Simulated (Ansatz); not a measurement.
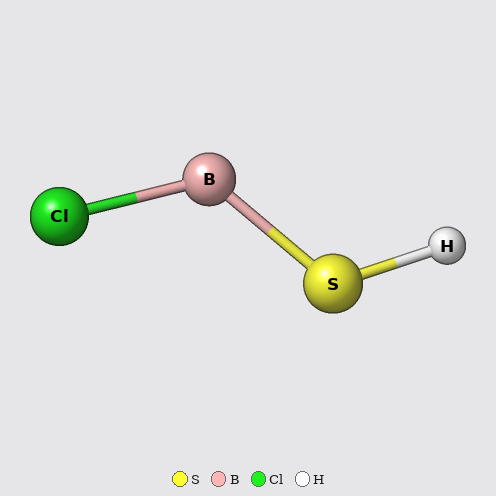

State: neutral, doublet. Geometry: moved along internal coordinates away from the minimum. Properties computed with UKS PBE0-D4/def2-TZVPP (Ansatz 0.2.0).

> What is the ⟨S²⟩ of the determinant?

0.755.
